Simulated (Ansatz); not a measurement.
Molecular dynamics of C$_{2}$H$_{3}$AlN (charge +1) (part 2 of 2)

C$_{2}$H$_{3}$AlN, charge +1, SMILES [AlH2][c]1[cH+]n1; RKS wB97X-V/def2-TZVP (Ansatz 0.2.0). The run did not end well.

Geometry of the input (Å):
```
Al -0.9976  1.2067  -0.5915
C  0.0880  -0.5263  0.0210
C  1.1501  -1.1223  0.6869
N  0.2473  -1.8649  0.1021
H  -2.2578  0.9868  -1.4187
H  -0.2847  2.4449  -0.0634
H  2.0546  -1.1249  1.2635
```

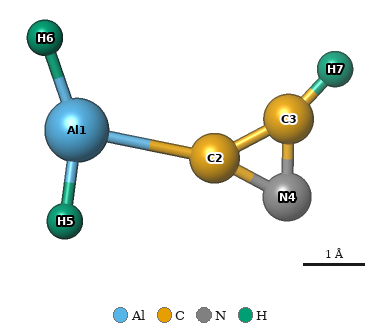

Figure 1. The geometry at step 18 of the log (ball-and-stick view, seen on its broad side; atoms are numbered from 1 in the order of the input).

**Trajectory as extended XYZ, continued**
```
7
Properties=species:S:1:pos:R:3:forces:R:3 step=7 time_fs=7.0 energy=-10197.48464 temperature=737.6
Al   -0.9981    1.2698   -0.5996   -0.2544  -0.1068   0.2345
C     0.0802   -0.5741    0.0405   -0.8881  -0.3101  -0.9760
C     1.1304   -1.1126    0.6638    1.2675   0.0815   1.7302
N     0.2821   -1.9661    0.1072    0.3560   2.3161   0.2152
H    -2.3066    0.6158   -1.3105    0.7312   0.6427   0.3137
H    -0.3073    2.7264   -0.0735   -0.5359  -1.5326  -0.5203
H     1.9855   -0.8634    1.3558   -0.6763  -1.0908  -0.9972
7
Properties=species:S:1:pos:R:3:forces:R:3 step=8 time_fs=8.0 energy=-10197.50435 temperature=764.4
Al   -0.9982    1.2793   -0.6003   -0.4177  -0.5626   0.1478
C     0.0786   -0.5826    0.0419   -1.1452  -0.1430  -1.1670
C     1.1278   -1.1097    0.6629    1.1818  -0.2688   1.6468
N     0.2878   -1.9757    0.1084    0.3938   2.4743   0.2514
H    -2.2939    0.5769   -1.2865    0.6866   0.7206   0.2707
H    -0.3321    2.7084   -0.0948   -0.3667  -1.2154  -0.4021
H     1.9683   -0.8596    1.3487   -0.3327  -1.0049  -0.7476
7
Properties=species:S:1:pos:R:3:forces:R:3 step=9 time_fs=9.0 energy=-10197.53157 temperature=801.6
Al   -0.9983    1.2886   -0.6009   -0.5968  -1.1534   0.0307
C     0.0760   -0.5913    0.0424   -1.2766   0.0022  -1.2714
C     1.1262   -1.1070    0.6634    0.7075  -0.6610   1.2428
N     0.2938   -1.9836    0.1097    0.4218   2.5777   0.2826
H    -2.2747    0.5448   -1.2599    0.5662   0.7528   0.1899
H    -0.3605    2.6787   -0.1200   -0.1121  -0.7055  -0.2201
H     1.9479   -0.8653    1.3344    0.2900  -0.8129  -0.2545
7
Properties=species:S:1:pos:R:3:forces:R:3 step=10 time_fs=10.0 energy=-10197.51755 temperature=778.5
Al   -0.9987    1.2975   -0.6015   -0.7979  -1.8918  -0.1219
C     0.0724   -0.6000    0.0419   -1.2800   0.1268  -1.2867
C     1.1252   -1.1049    0.6648   -0.0013  -1.0274   0.6439
N     0.3001   -1.9897    0.1112    0.4200   2.6071   0.2959
H    -2.2500    0.5200   -1.2315    0.3712   0.7323   0.0750
H    -0.3899    2.6423   -0.1472    0.2336   0.0168   0.0273
H     1.9303   -0.8789    1.3177    1.0543  -0.5639   0.3665
7
Properties=species:S:1:pos:R:3:forces:R:3 step=11 time_fs=11.0 energy=-10197.44998 temperature=678.5
Al   -0.9994    1.3057   -0.6022   -0.9987  -2.7236  -0.2914
C     0.0678   -0.6086    0.0403   -1.1794   0.2437  -1.2259
C     1.1242   -1.1036    0.6668   -0.5685  -1.2535   0.1520
N     0.3067   -1.9940    0.1129    0.3659   2.5390   0.2755
H    -2.2217    0.5021   -1.2023    0.1068   0.6551  -0.0685
H    -0.4171    2.6061   -0.1742    0.6448   0.9003   0.3172
H     1.9228   -0.8979    1.3045    1.6291  -0.3610   0.8411
7
Properties=species:S:1:pos:R:3:forces:R:3 step=12 time_fs=12.0 energy=-10197.37127 temperature=562.2
Al   -1.0004    1.3129   -0.6030   -1.1251  -3.4640  -0.4195
C     0.0622   -0.6170    0.0378   -1.0080   0.3648  -1.1087
C     1.1227   -1.1032    0.6689   -0.5651  -1.2458   0.0966
N     0.3136   -1.9965    0.1148    0.2438   2.3570   0.2098
H    -2.1924    0.4905   -1.1738   -0.2133   0.5241  -0.2310
H    -0.4382    2.5785   -0.1982    1.0361   1.7556   0.5831
H     1.9308   -0.9203    1.2994    1.6316  -0.2916   0.8698
7
Properties=species:S:1:pos:R:3:forces:R:3 step=13 time_fs=13.0 energy=-10197.33130 temperature=501.9
Al   -1.0018    1.3189   -0.6039   -1.0640  -3.8142  -0.4212
C     0.0558   -0.6251    0.0344   -0.7834   0.4892  -0.9477
C     1.1208   -1.1039    0.6711    0.0725  -1.0349   0.5026
N     0.3206   -1.9975    0.1169    0.0565   2.0641   0.0982
H    -2.1652    0.4839   -1.1475   -0.5604   0.3546  -0.3969
H    -0.4493    2.5676   -0.2166    1.2693   2.2669   0.7265
H     1.9545   -0.9455    1.3026    1.0096  -0.3257   0.4385
7
Properties=species:S:1:pos:R:3:forces:R:3 step=15 time_fs=15.0 energy=-10197.38267 temperature=577.2
Al   -1.0057    1.3269   -0.6061   -0.2627  -2.7878   0.0355
C     0.0414   -0.6400    0.0254   -0.1515   0.6874  -0.4907
C     1.1178   -1.1075    0.6772    1.6821  -0.4412   1.4615
N     0.3345   -1.9953    0.1211   -0.4192   1.2647  -0.2057
H    -2.1298    0.4793   -1.1077   -1.1293   0.0459  -0.6436
H    -0.4355    2.6102   -0.2331    0.9545   1.5478   0.4787
H     2.0224   -1.0056    1.3158   -0.6738  -0.3168  -0.6356
7
Properties=species:S:1:pos:R:3:forces:R:3 step=16 time_fs=16.0 energy=-10197.42058 temperature=635.2
Al   -1.0078    1.3292   -0.6073    0.2192  -1.8442   0.3207
C     0.0338   -0.6467    0.0202    0.2617   0.7369  -0.1933
C     1.1180   -1.1100    0.6818    2.0025  -0.1750   1.5607
N     0.3412   -1.9928    0.1230   -0.6499   0.8425  -0.3600
H    -2.1272    0.4783   -1.0965   -1.2304   0.0000  -0.6750
H    -0.4135    2.6569   -0.2334    0.5512   0.6518   0.2151
H     2.0504   -1.0405    1.3156   -1.1543  -0.2119  -0.8681
7
Properties=species:S:1:pos:R:3:forces:R:3 step=17 time_fs=17.0 energy=-10197.43794 temperature=663.0
Al   -1.0099    1.3309   -0.6083    0.5393  -1.0442   0.5113
C     0.0265   -0.6528    0.0148    0.7152   0.7541   0.1355
C     1.1199   -1.1126    0.6876    1.8738   0.0518   1.3451
N     0.3474   -1.9897    0.1247   -0.8468   0.4571  -0.4944
H    -2.1363    0.4772   -1.0918   -1.1611   0.0631  -0.6298
H    -0.3862    2.7097   -0.2317    0.1552  -0.2111  -0.0230
H     2.0674   -1.0773    1.3070   -1.2757  -0.0709  -0.8447
7
Properties=species:S:1:pos:R:3:forces:R:3 step=18 time_fs=18.0 energy=-10197.42988 temperature=651.5
Al   -1.0118    1.3323   -0.6092    0.6470  -0.5221   0.5816
C     0.0197   -0.6583    0.0096    1.1713   0.7517   0.4737
C     1.1232   -1.1152    0.6946    1.3146   0.2376   0.8475
N     0.3530   -1.9863    0.1261   -0.9991   0.1331  -0.5995
H    -2.1566    0.4768   -1.0931   -0.9388   0.2183  -0.5197
H    -0.3575    2.7606   -0.2303   -0.1650  -0.8909  -0.1980
H     2.0722   -1.1149    1.2904   -1.0299   0.0724  -0.5855
7
Properties=species:S:1:pos:R:3:forces:R:3 step=19 time_fs=19.0 energy=-10197.39149 temperature=593.1
Al   -1.0135    1.3334   -0.6098    0.5794  -0.2602   0.5540
C     0.0139   -0.6632    0.0047    1.5870   0.7463   0.7943
C     1.1277   -1.1175    0.7023    0.3910   0.3927   0.1329
N     0.3580   -1.9828    0.1270   -1.1067  -0.1225  -0.6733
H    -2.1859    0.4785   -1.0994   -0.6173   0.4199  -0.3700
H    -0.3302    2.8030   -0.2307   -0.3940  -1.3598  -0.3081
H     2.0672   -1.1518    1.2681   -0.4394   0.1836  -0.1298
7
Properties=species:S:1:pos:R:3:forces:R:3 step=20 time_fs=20.0 energy=-10197.32200 temperature=489.0
Al   -1.0150    1.3345   -0.6103    0.4077  -0.1818   0.4668
C     0.0093   -0.6675    0.0005    1.9216   0.7559   1.0705
C     1.1324   -1.1196    0.7100   -0.7146   0.5359  -0.6636
N     0.3622   -1.9794    0.1275   -1.1783  -0.3196  -0.7216
H    -2.2211    0.4841   -1.1092   -0.2613   0.6167  -0.2085
H    -0.3067    2.8325   -0.2341   -0.5405  -1.6432  -0.3648
H     2.0579   -1.1870    1.2446    0.3652   0.2360   0.4213
7
Properties=species:S:1:pos:R:3:forces:R:3 step=21 time_fs=21.0 energy=-10197.24693 temperature=378.9
Al   -1.0163    1.3355   -0.6105    0.1951  -0.2169   0.3524
C     0.0063   -0.6712   -0.0029    2.1437   0.7969   1.2788
C     1.1366   -1.1212    0.7173   -1.6239   0.6619  -1.3062
N     0.3655   -1.9762    0.1275   -1.2262  -0.4792  -0.7543
H    -2.2588    0.4957   -1.1211    0.0755   0.7717  -0.0573
H    -0.2884    2.8462   -0.2409   -0.6168  -1.7743  -0.3801
H     2.0521   -1.2200    1.2251    1.0526   0.2399   0.8666
7
Properties=species:S:1:pos:R:3:forces:R:3 step=22 time_fs=22.0 energy=-10197.21497 temperature=332.4
Al   -1.0175    1.3364   -0.6107   -0.0199  -0.3274   0.2306
C     0.0050   -0.6743   -0.0053    2.2376   0.8796   1.4051
C     1.1394   -1.1223    0.7235   -1.8992   0.7134  -1.5569
N     0.3681   -1.9733    0.1269   -1.2579  -0.6200  -0.7786
H    -2.2959    0.5147   -1.1335    0.3585   0.8666   0.0703
H    -0.2760    2.8429   -0.2515   -0.6296  -1.7733  -0.3615
H     2.0564   -1.2507    1.2139    1.2105   0.2611   0.9910
7
Properties=species:S:1:pos:R:3:forces:R:3 step=23 time_fs=23.0 energy=-10197.24665 temperature=379.0
Al   -1.0188    1.3372   -0.6108   -0.2238  -0.5069   0.1095
C     0.0055   -0.6766   -0.0065    2.2090   1.0031   1.4489
C     1.1408   -1.1229    0.7284   -1.4368   0.6296  -1.3856
N     0.3697   -1.9708    0.1259   -1.2692  -0.7448  -0.7926
H    -2.3296    0.5421   -1.1452    0.5696   0.8972   0.1677
H    -0.2696    2.8227   -0.2655   -0.5764  -1.6422  -0.3119
H     2.0723   -1.2790    1.2122    0.7276   0.3641   0.7638
7
Properties=species:S:1:pos:R:3:forces:R:3 step=24 time_fs=24.0 energy=-10197.31307 temperature=479.3
Al   -1.0201    1.3378   -0.6108   -0.4221  -0.7729  -0.0104
C     0.0077   -0.6782   -0.0066    2.0825   1.1529   1.4231
C     1.1410   -1.1229    0.7323   -0.5859   0.4215  -0.9969
N     0.3705   -1.9689    0.1243   -1.2471  -0.8375  -0.7858
H    -2.3578    0.5780   -1.1554    0.7000   0.8667   0.2323
H    -0.2687    2.7867   -0.2824   -0.4444  -1.3652  -0.2294
H     2.0952   -1.3037    1.2177   -0.0830   0.5344   0.3670
7
Properties=species:S:1:pos:R:3:forces:R:3 step=25 time_fs=25.0 energy=-10197.37922 temperature=581.6
Al   -1.0216    1.3381   -0.6109   -0.6313  -1.1553  -0.1315
C     0.0117   -0.6788   -0.0055    1.8903   1.3059   1.3471
C     1.1407   -1.1226    0.7353    0.2136   0.1542  -0.6237
N     0.3705   -1.9675    0.1221   -1.1808  -0.8739  -0.7475
H    -2.3794    0.6223   -1.1633    0.7447   0.7812   0.2625
H    -0.2720    2.7376   -0.3017   -0.2124  -0.9159  -0.1106
H     2.1173   -1.3234    1.2268   -0.8241   0.7038   0.0037
7
Properties=species:S:1:pos:R:3:forces:R:3 step=26 time_fs=26.0 energy=-10197.42995 temperature=661.1
Al   -1.0233    1.3381   -0.6109   -0.8669  -1.6749  -0.2532
C     0.0171   -0.6784   -0.0033    1.6628   1.4371   1.2400
C     1.1406   -1.1221    0.7378    0.7127  -0.1144  -0.3928
N     0.3696   -1.9667    0.1194   -1.0682  -0.8348  -0.6727
H    -2.3939    0.6741   -1.1687    0.6989   0.6480   0.2569
H    -0.2774    2.6796   -0.3220    0.1395  -0.2781   0.0451
H     2.1315   -1.3364    1.2360   -1.2788   0.8171  -0.2233
7
Properties=species:S:1:pos:R:3:forces:R:3 step=27 time_fs=27.0 energy=-10197.46051 temperature=710.2
Al   -1.0254    1.3374   -0.6111   -1.1200  -2.3020  -0.3631
C     0.0239   -0.6768   -0.0001    1.4224   1.5261   1.1160
C     1.1411   -1.1218    0.7401    0.8328  -0.3484  -0.3443
N     0.3680   -1.9665    0.1163   -0.9154  -0.7128  -0.5637
H    -2.4017    0.7322   -1.1717    0.5595   0.4768   0.2144
H    -0.2815    2.6189   -0.3418    0.6058   0.5112   0.2266
H     2.1336   -1.3416    1.2430   -1.3850   0.8491  -0.2859
7
Properties=species:S:1:pos:R:3:forces:R:3 step=28 time_fs=28.0 energy=-10197.47395 temperature=734.8
Al   -1.0278    1.3359   -0.6114   -1.3219  -2.9019  -0.4292
C     0.0319   -0.6740    0.0039    1.1814   1.5609   0.9830
C     1.1422   -1.1217    0.7420    0.5656  -0.5231  -0.4846
N     0.3657   -1.9668    0.1127   -0.7335  -0.5144  -0.4286
H    -2.4041    0.7950   -1.1726    0.3292   0.2816   0.1362
H    -0.2797    2.5630   -0.3596    1.1150   1.3048   0.4004
H     2.1223   -1.3386    1.2473   -1.1358   0.7921  -0.1773
```

**What the run reported**

- outcome: stopped at the time limit
- mean temperature over the second half: 559 K
- trajectory: 28 steps, 28 fs
- ensemble: nvt_nose_hoover
- temperature in the input: 1500 K
- time step: 1.0 fs
- hardware: 1 CPU thread, shared host
- wall time: 5 min
- peak memory: 0.39 GiB

**Diagnosis**

The run was cut off by its time limit, so the output is incomplete.
